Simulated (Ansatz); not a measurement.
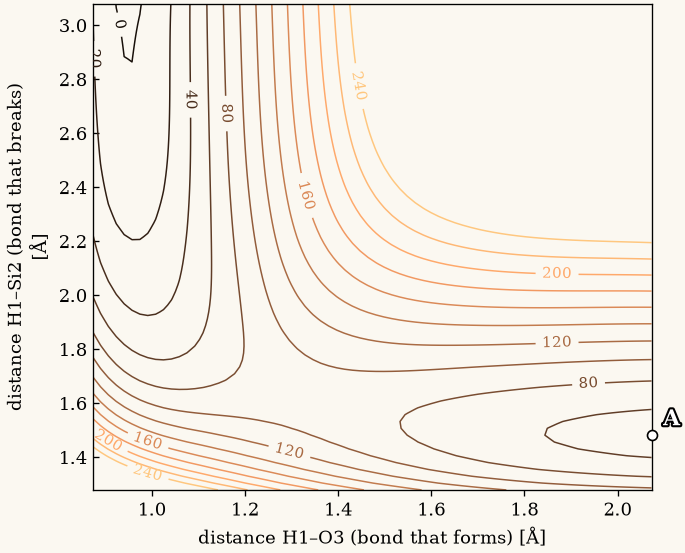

The reacting system CH₇OSi (fragments H₄Si + CH₃O where the first distance is long, CH₄O + H₃Si where the second is long), spin multiplicity 2. Coordinates scanned: (1) distance H1–O3 (bond that forms); (2) distance H1–Si2 (bond that breaks). Relaxed at each point: all other coordinates. The scan uses an 8 × 8 grid. Points are written as (first, second). All energies are given in kJ/mol relative to the lowest grid point. In part of the range the unrestricted reference is strongly spin-contaminated. Level of theory: UKS BHLYP-D4/def2-SVP (Ansatz).

The picture shows contour lines labelled in kJ/mol (none above 240), the point A. Between grid points the surface is interpolated.

Q: Find the lowest path from A to the other arm of the map, and its barrier.

A: The easiest path runs from the side where the first distance is long, about (2.07 Å, 1.48 Å), to the side where the second distance is long, (0.978 Å, 3.078 Å). Its highest point, at (1.289 Å, 1.654 Å), lies about 39 kJ/mol above the start and 94 kJ/mol above the end on the interpolated surface. An end on the edge of the scan is no minimum, so the barrier from there is a lower bound.

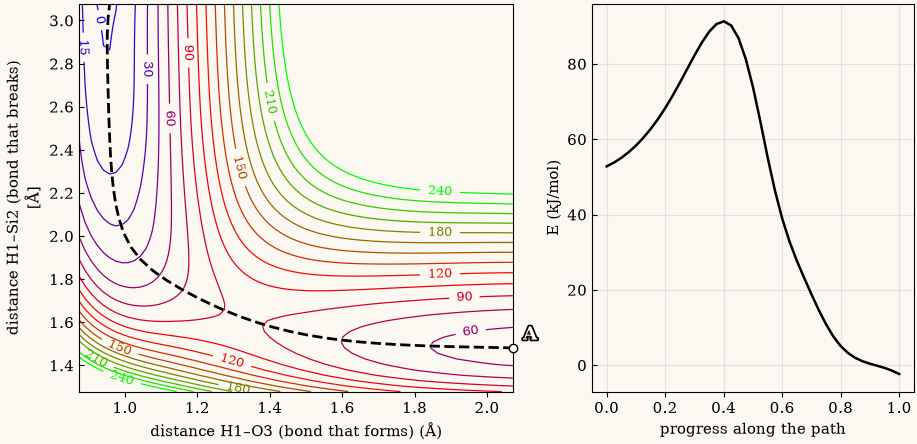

The picture shows contour lines labelled in kJ/mol (none above 240), a line along the lowest path, the energy along the path at the right. Between grid points the surface is interpolated.
